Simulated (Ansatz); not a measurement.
ZrH3O3F: molecular dynamics

The run: molecular dynamics of ZrH3O3F. Method and program: RKS PBE/def2-SVP (Ansatz 0.2.0).

One setting was made poor on purpose. It belongs to a series of runs on one base structure; here: an input spoilt on purpose. Figures and captions count atoms from 1; the log counts them from 0 in places.

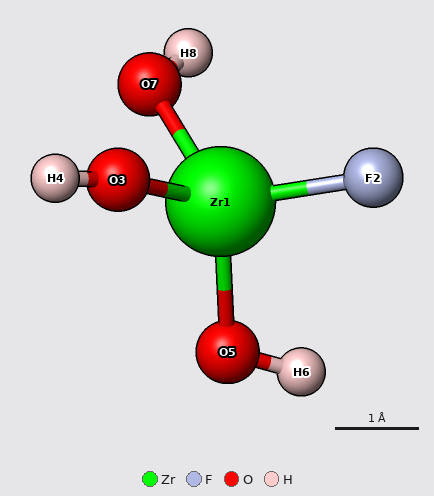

Figure 1. The structure as given in the input (ball-and-stick view, seen at an oblique angle; atoms are numbered from 1 in the order of the input). Sticks mark near contacts.

Key numbers:

```tsv
quantity	value
outcome	finished
mean temperature over the second half	73051 K
trajectory	25 steps, 12.5 fs
ensemble	nvt_langevin
temperature in the input	100000.0 K
time step	0.5 fs
potential energy (last step)	−10164.9122 eV
mean-field energy (last step)	−10164.9122 eV
largest force (length of the vector) (last step)	13.603 eV/Å
hardware	2 threads of AMD EPYC (Zen 5), 32 GiB of memory available, shared host
wall time	49 s (CPU time 96 s)
peak memory	0.22 GiB
```

Notes:

A deliberately poor setting: bad input. So short a trajectory is not equilibrated. The logged temperature at the start can lie below the typed one, since it is counted over all degrees of freedom. The integration failed: the conserved energy drifts or the temperature runs away, so the later frames and the averages aren't results; the time step is too long for this system.

Input file:
```yaml
crystal:
  periodic: [false, false, false]
  atoms:
    - { symbol: Zr, position_ang: [-0.103102, -0.118493, 0.160795] }
    - { symbol: F, position_ang: [0.005387, 0.369257, 2.039061] }
    - { symbol: O, position_ang: [1.597852, -0.546652, -0.617421] }
    - { symbol: H, position_ang: [2.35896, -0.726272, -1.19739] }
    - { symbol: O, position_ang: [-1.1106, 1.435069, -0.609752] }
    - { symbol: H, position_ang: [-1.651352, 1.917032, 0.049597] }
    - { symbol: O, position_ang: [-0.844321, -1.929539, -0.262298] }
    - { symbol: H, position_ang: [-1.6337, -2.247725, 0.182516] }
basis:
  gaussian: { orbitals: def2-SVP }
hamiltonian:
  xc: pbe
md:
  timestep: 0.5
  n_steps: 25
  ensemble: nvt_langevin
  temperature: 100000.0
  initial_velocities: maxwell_boltzmann
  seed: 931683
  friction: 0.005
```

Run as:
```bash
ansatz run input.yaml --threads 2 --pin off --max-ram 3072MiB --backend cpu --events-out ev --progress --plain --runs-dir out
```

The program's output:
```
Engine: ansatz 0.2.0, x86_64-unknown-linux-gnu
Functional definition: PBE
  parameter kappa = 0.804
  parameter beta = 0.06672455060314922
  exchange = pbe_x(kappa = kappa, mu = beta*pi^2/3)
  correlation = pbe_c(beta = beta)
1029 factors; their error is unknown
mean field evaluation 1: about -10159.4476 eV, gradient 1.1e2 eV
mean field evaluation 2: about -9876.3319 eV, gradient 3.5e2 eV
mean field evaluation 4: about -10176.3582 eV, gradient 4.0e1 eV
mean field evaluation 8: about -10179.0467 eV, gradient 4.7e-1 eV
mean field evaluation 16: about -10179.0178 eV, gradient 6.8e-4 eV
mean field -10179.01782605 eV, -374.0720055212 hartree, gradient 3.4e-5 eV, S^2 0.000000; 0 other end points of the search recorded, 0 dependent functions left out
the calculation of the forces begins
reference -10179.01790794 eV, -374.0720085306 hartree; 24, 24 occupied and 78, 78 virtual orbitals, 1029 factors
md step     0: t =     0.00 fs  T = 87500.0 K  F+E_penalty+E_count = -10179.01782605 eV  E_kin = 90.481999 eV  (28 SCF iters)
these checks for a lower state are left out or cut short: starts, cluster_reference, orbital_swaps, neighbouring_geometries, increment
1029 factors; their error is unknown
mean field -10169.82788705 eV, -373.7342814922 hartree, gradient 1.5e-5 eV, S^2 0.000000; 0 other end points of the search recorded, 0 dependent functions left out
[... from here on the field's lines of each further geometry are left out, up to the last ...]
md step     1: t =     0.50 fs  T = 76176.7 K  F+E_penalty+E_count = -10169.82788705 eV  E_kin = 78.772844 eV  (34 SCF iters)
md step     2: t =     1.00 fs  T = 65690.0 K  F+E_penalty+E_count = -10142.75079359 eV  E_kin = 67.928697 eV  (36 SCF iters)
md step     3: t =     1.50 fs  T = 102423.5 K  F+E_penalty+E_count = -10174.74337849 eV  E_kin = 105.914076 eV  (35 SCF iters)
md step     4: t =     2.00 fs  T = 97519.9 K  F+E_penalty+E_count = -10170.87236372 eV  E_kin = 100.843397 eV  (36 SCF iters)
md step     5: t =     2.50 fs  T = 93880.1 K  F+E_penalty+E_count = -10166.74007697 eV  E_kin = 97.079561 eV  (67 SCF iters)
md step     6: t =     3.00 fs  T = 89897.3 K  F+E_penalty+E_count = -10163.48956246 eV  E_kin = 92.960998 eV  (84 SCF iters)
md step     7: t =     3.50 fs  T = 85251.1 K  F+E_penalty+E_count = -10160.55803214 eV  E_kin = 88.156413 eV  (90 SCF iters)
md step     8: t =     4.00 fs  T = 76175.7 K  F+E_penalty+E_count = -10157.69038252 eV  E_kin = 78.771790 eV  (109 SCF iters)
md step     9: t =     4.50 fs  T = 77655.9 K  F+E_penalty+E_count = -10154.76321582 eV  E_kin = 80.302392 eV  (1157 SCF iters)
md step    10: t =     5.00 fs  T = 73954.2 K  F+E_penalty+E_count = -10151.80639655 eV  E_kin = 76.474583 eV  (150 SCF iters)
md step    11: t =     5.50 fs  T = 70749.4 K  F+E_penalty+E_count = -10149.13573178 eV  E_kin = 73.160544 eV  (136 SCF iters)
md step    12: t =     6.00 fs  T = 64821.3 K  F+E_penalty+E_count = -10147.29196691 eV  E_kin = 67.030423 eV  (150 SCF iters)
md step    13: t =     6.50 fs  T = 68044.9 K  F+E_penalty+E_count = -10146.73685566 eV  E_kin = 70.363871 eV  (155 SCF iters)
md step    14: t =     7.00 fs  T = 67485.6 K  F+E_penalty+E_count = -10147.60394865 eV  E_kin = 69.785487 eV  (148 SCF iters)
md step    15: t =     7.50 fs  T = 68395.6 K  F+E_penalty+E_count = -10149.52415582 eV  E_kin = 70.726561 eV  (146 SCF iters)
md step    16: t =     8.00 fs  T = 66734.8 K  F+E_penalty+E_count = -10151.94831517 eV  E_kin = 69.009137 eV  (151 SCF iters)
md step    17: t =     8.50 fs  T = 65293.9 K  F+E_penalty+E_count = -10154.64603050 eV  E_kin = 67.519137 eV  (168 SCF iters)
md step    18: t =     9.00 fs  T = 66294.2 K  F+E_penalty+E_count = -10157.37098312 eV  E_kin = 68.553478 eV  (319 SCF iters)
md step    19: t =     9.50 fs  T = 68325.7 K  F+E_penalty+E_count = -10159.88512389 eV  E_kin = 70.654238 eV  (166 SCF iters)
md step    20: t =    10.00 fs  T = 72688.3 K  F+E_penalty+E_count = -10162.11348422 eV  E_kin = 75.165466 eV  (137 SCF iters)
md step    21: t =    10.50 fs  T = 74788.2 K  F+E_penalty+E_count = -10163.95856353 eV  E_kin = 77.336955 eV  (134 SCF iters)
md step    22: t =    11.00 fs  T = 81753.0 K  F+E_penalty+E_count = -10165.33365919 eV  E_kin = 84.539147 eV  (147 SCF iters)
md step    23: t =    11.50 fs  T = 82662.7 K  F+E_penalty+E_count = -10166.11271741 eV  E_kin = 85.479882 eV  (141 SCF iters)
md step    24: t =    12.00 fs  T = 82762.9 K  F+E_penalty+E_count = -10166.08208760 eV  E_kin = 85.583498 eV  (142 SCF iters)
the calculation of the forces begins
reference -10164.89894898 eV, -373.5531463591 hartree; 24, 24 occupied and 78, 78 virtual orbitals, 1029 factors
1029 factors; their error is unknown
mean field evaluation 832: about -10164.7306 eV, gradient 1.4e0 eV
mean field evaluation 864: about -10144.2052 eV, gradient 4.7e1 eV
mean field evaluation 896: about -10147.3402 eV, gradient 2.7e1 eV
mean field evaluation 928: about -10164.6350 eV, gradient 2.0e0 eV
mean field -10164.91206029 eV, -373.5536281906 hartree, gradient 1.3e-5 eV, S^2 0.000000; 8 other end points of the search recorded, 0 dependent functions left out
the calculation of the forces begins
reference -10164.91215391 eV, -373.5536316314 hartree; 24, 24 occupied and 78, 78 virtual orbitals, 1029 factors
the trajectory goes on in another electronic state from step 25 on, where its energy jumps by -9.530 meV, which the conserved energy leaves out
md step    25: t =    12.50 fs  T = 84435.7 K  F+E_penalty+E_count = -10164.91206029 eV  E_kin = 87.313222 eV  (618 SCF iters)
```

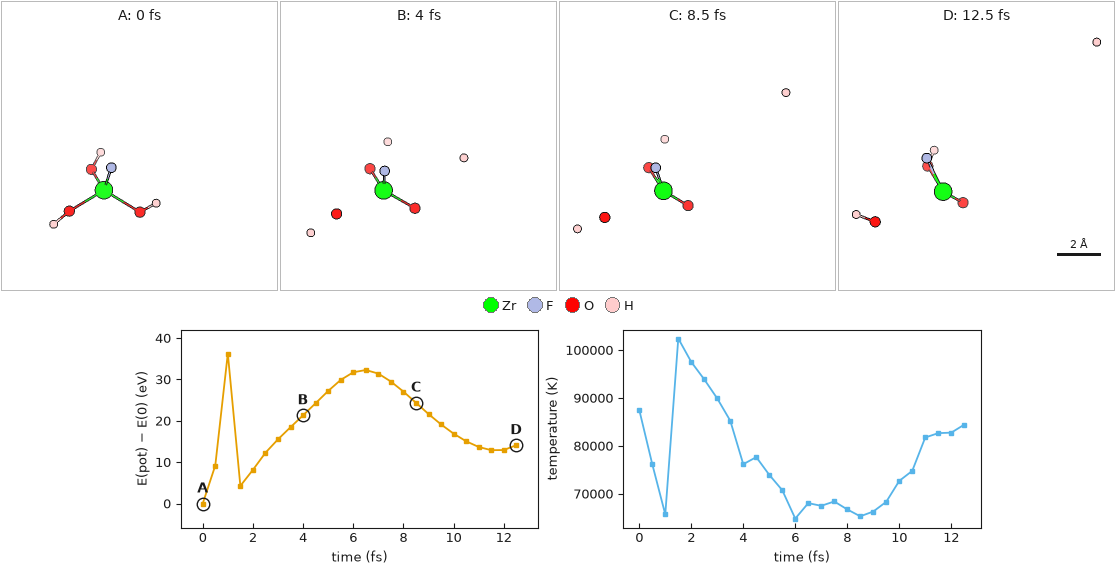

Figure 2. Frames of the molecular dynamics (ball-and-stick, seen at a tilt) above the curves, on which the letters mark them. The trajectory kept here has 26 frames over 12.5 fs. The temperature starts at 87500 K, ranges from 64821 to 102423 K and averages 73051 K over the second half. The potential energy ends 14.106 eV above its first value. After an unweighted best fit of the last frame on the first, the root-mean-square displacement is 3.02 Å, and H6 has moved furthest (7.26 Å).

```
Total energy: -10164.91215391 eV, -373.5536316314 hartree
Atom 0 at    -0.265202     0.321079     0.312714 Å, force    -2.265255    -4.571531    -4.330859 eV/Å
Atom 1 at    -0.071368    -0.527894     2.121243 Å, force    -0.668159     1.013640    -1.031796 eV/Å
Atom 2 at     2.943794    -0.960663    -0.387404 Å, force    -1.090246     1.452504    -0.301132 eV/Å
Atom 3 at     3.421142    -1.765205    -0.148493 Å, force     0.052764    -0.788388     0.424440 eV/Å
Atom 4 at    -1.430586     0.354292    -1.283086 Å, force     2.639542     1.140034     4.160072 eV/Å
Atom 5 at    -9.085820     1.661053     5.165712 Å, force     0.000826     0.000223    -0.000200 eV/Å
Atom 6 at    -1.229979    -1.864261    -0.309208 Å, force     9.883398     3.860011    -8.512059 eV/Å
Atom 7 at    -1.774921    -1.985999     0.300086 Å, force    -8.552871    -2.106494     9.591532 eV/Å
Dipole moment:     0.317422     0.813772     0.556994 e Å
```

Trajectory as extended XYZ (Å, eV, eV/Å), 12 of the 26 frames kept, from step=0 to step=25:
```
8
Properties=species:S:1:pos:R:3:forces:R:3 step=0 time_fs=0.0 energy=-10179.01783 temperature=87500.0
Zr   -0.1031   -0.1185    0.1608    0.2406  -0.3808  -0.4168
F     0.0054    0.3693    2.0391   -0.1045  -0.2589  -0.2068
O     1.5979   -0.5467   -0.6174    0.4460   0.4286  -0.2312
H     2.3590   -0.7263   -1.1974   -0.2844   0.0905   0.2228
O    -1.1106    1.4351   -0.6098    0.1074  -0.5917   0.4457
H    -1.6514    1.9170    0.0496    0.0418   0.1404  -0.2844
O    -0.8443   -1.9295   -0.2623    0.2678   1.0035   0.2827
H    -1.6337   -2.2477    0.1825   -0.7147  -0.4318   0.1881
8
Properties=species:S:1:pos:R:3:forces:R:3 step=2 time_fs=1.0 energy=-10142.75079 temperature=65690.0
Zr   -0.1086   -0.0804    0.1873    2.6071  -3.5798  -6.6466
F    -0.0086    0.3131    1.9291    0.0342   0.9375   4.5334
O     1.7197   -0.6089   -0.6100    2.4544  -0.1676  -2.0786
H     2.6732   -0.8657   -1.2937   -4.6600   1.3143   3.2231
O    -1.1936    1.3703   -0.6091  170.3844 -79.2086 -179.2033
H    -1.4845    1.5038   -0.3002  -170.7919  79.4669 179.5372
O    -0.8626   -1.9250   -0.2615   -4.5622  -0.4133   2.9821
H    -1.9042   -2.2903    0.2680    4.5340   1.6506  -2.3473
8
Properties=species:S:1:pos:R:3:forces:R:3 step=5 time_fs=2.5 energy=-10166.74008 temperature=93880.1
Zr   -0.1223   -0.0247    0.2236    1.9120  -7.1196 -21.0160
F    -0.0254    0.2206    1.7849    0.8641   3.1921  19.4797
O     1.9018   -0.6905   -0.6026    2.3655  -0.1026  -1.9438
H     3.0375   -1.0019   -1.3618   -4.9231   1.3990   3.1408
O    -1.2249    1.2265   -0.6946   -2.8519   1.7843   1.5048
H    -2.6418    1.5275    0.5852    2.2405  -0.5125  -1.9255
O    -0.9000   -1.9082   -0.2561   -4.3178  -0.2302   2.9230
H    -2.1695   -2.3000    0.3351    4.7106   1.5894  -2.1629
8
Properties=species:S:1:pos:R:3:forces:R:3 step=7 time_fs=3.5 energy=-10160.55803 temperature=85251.1
Zr   -0.1339    0.0105    0.2491    0.3592  -7.5618 -36.6875
F    -0.0338    0.1627    1.7107    1.6880   4.1984  34.6558
O     2.0175   -0.7373   -0.5860    2.6842  -0.3586  -1.7492
H     3.2264   -1.0879   -1.3934   -4.6185   1.3433   2.8306
O    -1.2372    1.1283   -0.7422   -1.1558   1.4665   0.6826
H    -3.4195    1.5441    1.1320    0.5461  -0.0998  -0.4201
O    -0.9207   -1.8952   -0.2530   -4.0328  -0.4458   2.5471
H    -2.2997   -2.3048    0.3382    4.5295   1.4579  -1.8593
8
Properties=species:S:1:pos:R:3:forces:R:3 step=9 time_fs=4.5 energy=-10154.76322 temperature=77655.9
Zr   -0.1483    0.0463    0.2758    0.5249  -7.2725 -54.8819
F    -0.0451    0.1040    1.6532    2.6598   3.4036  53.3885
O     2.1266   -0.7706   -0.5652    2.3342  -0.7364  -1.7619
H     3.3703   -1.2105   -1.3975   -4.2205   1.5670   2.7111
O    -1.2461    1.0371   -0.7913   -1.9015   2.0502   0.1038
H    -4.1321    1.5312    1.6569    0.1290  -0.0059  -0.0801
O    -0.9401   -1.8794   -0.2523   -3.6331  -0.3981   2.1106
H    -2.4185   -2.3246    0.3482    4.1071   1.3922  -1.5901
8
Properties=species:S:1:pos:R:3:forces:R:3 step=11 time_fs=5.5 energy=-10149.13573 temperature=70749.4
Zr   -0.1655    0.0840    0.3000   -0.2169  -3.8729 -72.9785
F    -0.0519    0.0354    1.6088    4.2037  -1.0290  71.9408
O     2.2309   -0.8044   -0.5468    2.2349  -0.8982  -1.6804
H     3.4851   -1.3446   -1.3684   -4.0353   1.7424   2.5460
O    -1.2615    0.9497   -0.8449   -2.9316   2.8829  -0.4452
H    -4.8022    1.5125    2.1652    0.0566  -0.0089  -0.0296
O    -0.9615   -1.8658   -0.2502   -3.1593  -0.0752   2.0330
H    -2.5202   -2.3093    0.3452    3.8479   1.2587  -1.3860
8
Properties=species:S:1:pos:R:3:forces:R:3 step=14 time_fs=7.0 energy=-10147.60395 temperature=67485.6
Zr   -0.1910    0.1375    0.3216   -0.6838   5.2677 -74.3689
F    -0.0555   -0.0766    1.6039    5.0625 -10.6447  73.8194
O     2.3774   -0.8512   -0.5171    2.4766  -1.2736  -1.7009
H     3.5700   -1.4949   -1.2628   -4.1160   2.1245   2.4468
O    -1.2861    0.8262   -0.9319   -3.8156   3.0030  -1.0013
H    -5.7680    1.4988    2.9368    0.0220  -0.0044  -0.0077
O    -1.0049   -1.8562   -0.2387   -2.8347   0.2768   2.2602
H    -2.5475   -2.2795    0.3687    3.8890   1.2506  -1.4476
8
Properties=species:S:1:pos:R:3:forces:R:3 step=16 time_fs=8.0 energy=-10151.94831 temperature=66734.8
Zr   -0.2065    0.1727    0.3251    0.3502   7.4471 -56.2329
F    -0.0567   -0.1540    1.6510    3.5672 -12.3504  55.7604
O     2.4765   -0.8771   -0.4914    2.7971  -1.7018  -1.7076
H     3.5961   -1.5774   -1.1530   -4.2638   2.5078   2.3448
O    -1.3065    0.7428   -0.9832   -3.6980   2.4759  -0.9536
H    -6.4202    1.5025    3.4185    0.0120  -0.0023  -0.0036
O    -1.0475   -1.8515   -0.2370   -2.8922   0.1838   2.5052
H    -2.4898   -2.2875    0.4014    4.1276   1.4399  -1.7126
8
Properties=species:S:1:pos:R:3:forces:R:3 step=18 time_fs=9.0 energy=-10157.37098 temperature=66294.2
Zr   -0.2213    0.2064    0.3232    1.2425   6.2636 -35.6994
F    -0.0577   -0.2307    1.7297    1.5601 -10.0566  34.7326
O     2.5742   -0.9017   -0.4677    3.1433  -2.2280  -1.5626
H     3.6115   -1.6431   -0.9996   -4.3995   2.9506   2.0576
O    -1.3263    0.6605   -1.0358   -2.7463   1.3594  -0.2793
H    -7.0396    1.5411    3.8323    0.0040  -0.0006   0.0001
O    -1.0903   -1.8522   -0.2457   -3.1795   0.1486   2.8377
H    -2.4060   -2.2805    0.4418    4.3752   1.5629  -2.0867
8
Properties=species:S:1:pos:R:3:forces:R:3 step=20 time_fs=10.0 energy=-10162.11348 temperature=72688.3
Zr   -0.2358    0.2390    0.3201    0.4691   2.6584 -19.9311
F    -0.0622   -0.3118    1.8272    0.3443  -5.9129  17.7706
O     2.6732   -0.9248   -0.4419    2.9575  -2.5958  -1.0955
H     3.5705   -1.7111   -0.7989   -4.1253   3.3160   1.4774
O    -1.3527    0.5747   -1.1052   -0.9143   0.7222   1.0558
H    -7.6070    1.5953    4.2122    0.0030  -0.0002  -0.0003
O    -1.1308   -1.8530   -0.2561   -3.3539   0.2127   3.3216
H    -2.2764   -2.2163    0.4380    4.6197   1.5996  -2.5985
8
Properties=species:S:1:pos:R:3:forces:R:3 step=23 time_fs=11.5 energy=-10166.11272 temperature=82662.7
Zr   -0.2541    0.2894    0.3125   -1.3690  -2.5257  -7.4181
F    -0.0677   -0.4409    1.9968   -0.5001  -0.7718   3.0733
O     2.8317   -0.9509   -0.4089    0.2055  -0.2750   0.1734
H     3.4638   -1.7479   -0.4193   -1.2757   0.9996   0.0525
O    -1.3997    0.4400   -1.2184    1.6260   0.7540   3.2142
H    -8.4751    1.6505    4.7717    0.0015   0.0002  -0.0003
O    -1.1870   -1.8601   -0.2863   -0.9889   1.1979   2.6497
H    -1.9991   -2.0681    0.3748    2.3008   0.6208  -1.7448
8
Properties=species:S:1:pos:R:3:forces:R:3 step=25 time_fs=12.5 energy=-10164.91206 temperature=84435.7
Zr   -0.2652    0.3211    0.3127   -2.2653  -4.5715  -4.3309
F    -0.0714   -0.5279    2.1212   -0.6682   1.0136  -1.0318
O     2.9438   -0.9607   -0.3874   -1.0902   1.4525  -0.3011
H     3.4211   -1.7652   -0.1485    0.0528  -0.7884   0.4244
O    -1.4306    0.3543   -1.2831    2.6395   1.1400   4.1601
H    -9.0858    1.6611    5.1657    0.0008   0.0002  -0.0002
O    -1.2300   -1.8643   -0.3092    9.8834   3.8600  -8.5121
H    -1.7749   -1.9860    0.3001   -8.5529  -2.1065   9.5915
```
